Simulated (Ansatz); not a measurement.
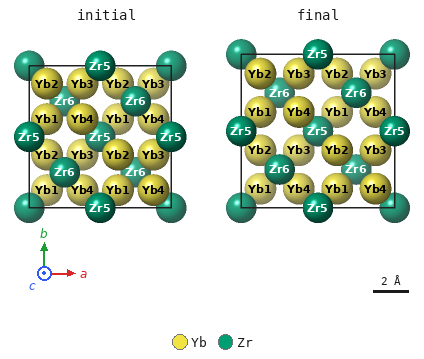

The structure of solid Yb$_{2}$Zr (a generated structure, set up in Fd-3m) (coarse preliminary run) before (left) and after (right) a relaxation, at one scale.

Style: spheres-only. Shown: the conventional cell (4 times the calculation's cell), along the c axis. Lengths and directions refer to the drawn axes.

The calculation used DFT PBE, scalar-relativistic, plane waves, PAW in Ansatz 0.2.0. (plane-wave cutoff 420 eV; k-point mesh 4 × 4 × 4; occupations gaussian; smearing width 0.1 eV; no spin polarisation; cell and atoms relaxed; force threshold 0.04 eV/Å; at most 70 steps)

Q: What changed between the two?

A: The atoms keep their places relative to the cell (all moves are under 0.005 Å). The drawn cell changes as follows: a = b = c 8.135 → 8.790 Å (+8.0 %); the volume changes by +26.1 %. Some distances before and after: Zr5–Zr6 3.523 → 3.806 Å, Yb1–Zr5 3.373 → 3.644 Å, Yb1–Yb2 2.876 → 3.108 Å. The space group stays Fd-3m (No. 227). The energy falls by 1.289 eV per cell of the calculation in 3 accepted moves (4 points after the start). All forces vanish by symmetry, so only the cell relaxes. The pressure goes from 13.91 to 0.15 GPa. The SCF was repeated once at an unchanged geometry on a basis and grid sized afresh for the cell, which shifted the energy by 7.0 meV per cell of the calculation at most. Cost: 42 s on 1 thread of Intel(R) Xeon(R) Processor, with other jobs on the host, peak memory 0.52 GiB.

Limits of the set-up: 4f states are treated without a Hubbard U.
